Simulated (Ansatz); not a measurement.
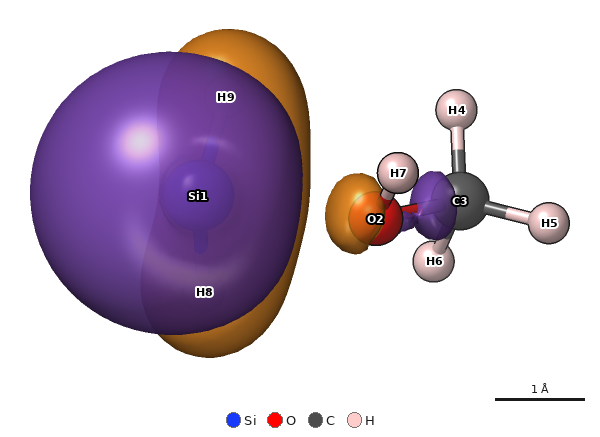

The picture shows: H₂Si···CH₄O. The HOMO at ±0.1 Å⁻³ᐟ² (orange and purple are the two phases), seen from one side.

The calculation used RKS B3LYP/6-31G* (Ansatz 0.2.0).

Input file:

```
crystal:
  periodic: [false, false, false]
  atoms:
    - { symbol: Si, position_ang: [0.000922, 0.137265, -1.081858] }
    - { symbol: O, position_ang: [0.960502, 0.271341, 1.603562] }
    - { symbol: C, position_ang: [0.10377, -0.381811, 2.547201] }
    - { symbol: H, position_ang: [-0.573397, -1.094328, 2.062606] }
    - { symbol: H, position_ang: [0.691502, -0.893463, 3.320205] }
    - { symbol: H, position_ang: [-0.486844, 0.405603, 3.020264] }
    - { symbol: H, position_ang: [1.452144, -0.417239, 1.09364] }
    - { symbol: H, position_ang: [-1.056589, 1.233022, -0.989018] }
    - { symbol: H, position_ang: [-0.96211, -0.904389, -0.497904] }
basis:
  gaussian: { orbitals: "6-31G*" }
hamiltonian:
  xc: b3lyp
relax:
  f_tol: 0.03
  max_steps: 50
output:
  orbitals: {}
```

Command:

```sh
ansatz run input.yaml --threads 1 --pin off --max-ram 2048MiB --backend cpu --events-out ev --progress --plain --runs-dir out
```

The fields are those of the run's last geometry, not of the input's.

### Describe this orbital and give its energy.

It lies mainly on Si1 (about 80 %), H9 (about 10 %) and H8 (about 10 %). Its energy is −5.20 eV.
